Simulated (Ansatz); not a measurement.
# UHSE06/cc-pVDZ run of BSiH3ClO (SMILES [SiH3]O[B]Cl)

What is the vertical ionisation energy of BSiH3ClO at UHSE06/cc-pVDZ? 

The calculation is run with Ansatz 0.2.0.

128 further runs of the same task are left out: 128 set aside as unsound or not needed.

**1. The structure to begin with**

BSiH3ClO: 7 atoms, total charge 0, spin state doublet. As SMILES, `[SiH3]O[B]Cl`. The shape is that of a PBE0-D4/def2-TZVP optimisation. This is one conformer, not always the lowest.

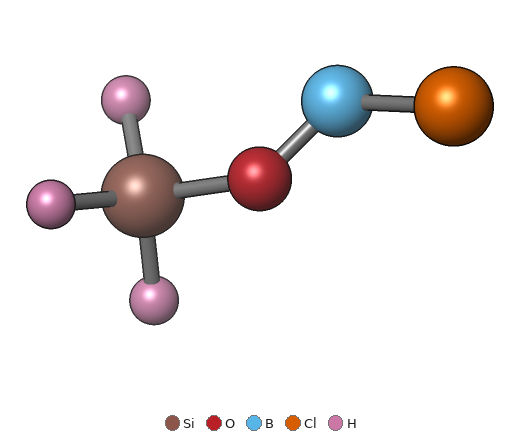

Viewed from a chosen angle; silicon brown, oxygen red, boron blue, chlorine orange, hydrogen pink.

**2. A single-point energy at UHSE06/cc-pVDZ**

The input, job.yaml:

```yaml
crystal:
  periodic: [false, false, false]
  atoms:
    - {symbol: Si, position_ang: [-0.573000, 0.775400, 0.374800]}
    - {symbol: O, position_ang: [0.044900, -0.648400, -0.233600]}
    - {symbol: B, position_ang: [1.256200, -1.042100, -0.596600]}
    - {symbol: Cl, position_ang: [1.605000, -2.636800, -1.219100]}
    - {symbol: H, position_ang: [-1.201300, 0.456800, 1.676100]}
    - {symbol: H, position_ang: [0.515600, 1.766600, 0.541200]}
    - {symbol: H, position_ang: [-1.586300, 1.260400, -0.588400]}
basis:
  gaussian: {orbitals: cc-pVDZ}
magnetization: {spin_polarized: true, initial_magnetization: 1}
hamiltonian: {xc: hse06}
accuracy: high
output: {orbitals: {seedname: orbitals}}
```

Command:

```bash
$ ansatz run job.yaml --threads 1 --pin off --max-ram 3480MiB --events-out events.jsonl --progress --plain --runs-dir runs
```

Log:

```text
Warning: RAYON_NUM_THREADS=1 ignored (pool sized by the plan → 1); use --threads N
Functional definition: HSE06
  name "HSE06"
  parameter a = 0.25
  parameter omega = 0.11/bohr
  exchange = pbe_x - a*pbe_x_sr(omega) + a*exact_x_sr(omega)
  correlation = pbe_c
1786 factors; integrals over basis functions are off by at most 6.3e-9 eV
101 factors; integrals over basis functions are off by at most 1.2e-9 eV
mean field evaluation 1: about -23159.2093 eV, gradient 3.0e1 eV
mean field evaluation 2: about -23150.4508 eV, gradient 5.6e1 eV
mean field evaluation 4: about -23162.3305 eV, gradient 1.4e0 eV
mean field evaluation 8: about -23162.4898 eV, gradient 7.5e-2 eV
mean field evaluation 16: about -23162.4899 eV, gradient 1.1e-4 eV
mean field -23162.48987504 eV, -851.2058028081 hartree, gradient 3.8e-8 eV, S^2 0.752681; 0 other end points of the search recorded, 0 dependent functions left out
reference -23162.48987839 eV, -851.2058029313 hartree; 24, 23 occupied and 55, 56 virtual orbitals, 1786 factors
Total energy: -23162.48987839 eV, -851.2058029313 hartree
```

Run time: 12 s. Hardware: 1 thread of Arm Neoverse V2, shared host; peak memory 0.38 GiB.

**3. The singlet cation, same level**

The input, input.yaml:

```yaml
crystal:
  periodic: [false, false, false]
  atoms:
    - {symbol: Si, position_ang: [-0.573000, 0.775400, 0.374800]}
    - {symbol: O, position_ang: [0.044900, -0.648400, -0.233600]}
    - {symbol: B, position_ang: [1.256200, -1.042100, -0.596600]}
    - {symbol: Cl, position_ang: [1.605000, -2.636800, -1.219100]}
    - {symbol: H, position_ang: [-1.201300, 0.456800, 1.676100]}
    - {symbol: H, position_ang: [0.515600, 1.766600, 0.541200]}
    - {symbol: H, position_ang: [-1.586300, 1.260400, -0.588400]}
basis:
  gaussian: {orbitals: cc-pVDZ}
total_charge: 1
hamiltonian: {xc: hse06}
accuracy: high
output: {orbitals: {seedname: orbitals}}
```

Command:

```bash
$ ansatz run input.yaml --threads 1 --pin off --max-ram 3480MiB --events-out events.jsonl --progress --plain --runs-dir runs
```

Log, cut to the lines that bear on the results:

```text
Warning: RAYON_NUM_THREADS=1 ignored (pool sized by the plan → 1); use --threads N
[... 6 set-up lines as earlier in the session ...]
1786 factors; integrals over basis functions are off by at most 6.3e-9 eV
101 factors; integrals over basis functions are off by at most 1.2e-9 eV
mean field evaluation 1: about -23145.2238 eV, gradient 6.9e1 eV
mean field evaluation 2: about -23074.9292 eV, gradient 1.8e2 eV
mean field evaluation 4: about -23153.9502 eV, gradient 5.8e0 eV
mean field evaluation 8: about -23154.1932 eV, gradient 6.4e-1 eV
mean field evaluation 16: about -23154.1944 eV, gradient 3.2e-5 eV
mean field -23154.19437110 eV, -850.9009486612 hartree, gradient 9.1e-8 eV, S^2 0.000000; 0 other end points of the search recorded, 0 dependent functions left out
reference -23154.19437452 eV, -850.9009487869 hartree; 23, 23 occupied and 56, 56 virtual orbitals, 1786 factors
Total energy: -23154.19437452 eV, -850.9009487869 hartree
```

Run time: 6.6 s. Hardware: 1 thread of Arm Neoverse V2, shared host; peak memory 0.26 GiB.

**4. Outcome**

At UHSE06/cc-pVDZ:

| quantity | value |
| --- | --- |
| doublet BSiH3ClO: total energy | -851.20580 Eh |
| doublet BSiH3ClO: HOMO energy (highest over α and β) | -5.46 eV |
| doublet BSiH3ClO: LUMO energy (lowest over α and β) | -1.75 eV |
| doublet BSiH3ClO: ⟨S²⟩ | 0.753 |
| singlet cation: total energy | -850.90095 Eh |
| singlet cation: HOMO energy | -14.02 eV |
| singlet cation: LUMO energy | -10.85 eV |
| singlet cation: HOMO–LUMO gap | 3.17 eV |
| vertical ionisation energy (to the singlet cation) | 8.296 eV |

The vertical ionisation energy comes to 8.30 eV (800 kJ/mol). Only the singlet of the ionised species was computed; a triplet could lie lower.
